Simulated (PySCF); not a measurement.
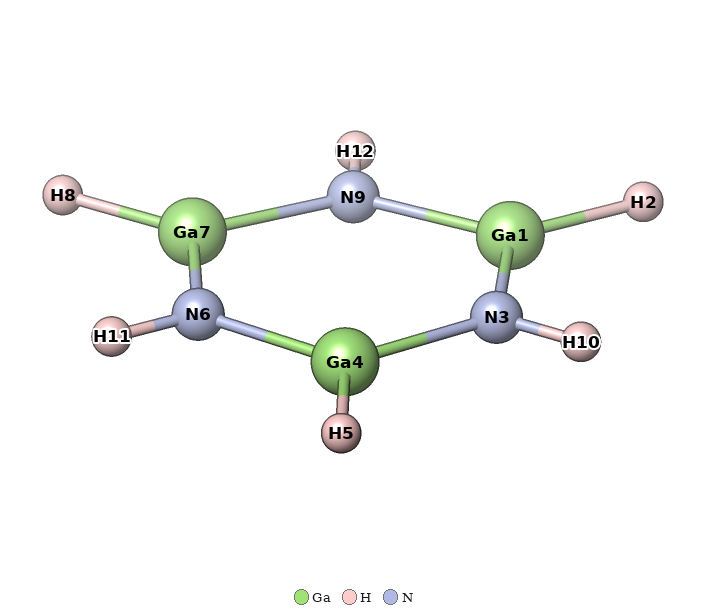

Atoms fade into the background with distance from the viewer. The computed structure is the end point of a PBE0-D3(BJ)/def2-SVP optimisation. No frequency run is at hand to confirm it as a minimum.

How is the 6-membered ring Ga1–N3–Ga4–N6–Ga7–N9 puckered?

It is planar. The Cremer–Pople amplitude Q is 0.01 Å.

Give the torsion angles round the ring, beginning with the bond from its second to its third atom.

−1°, 1°, 0°, 0°, 0°, 1°.
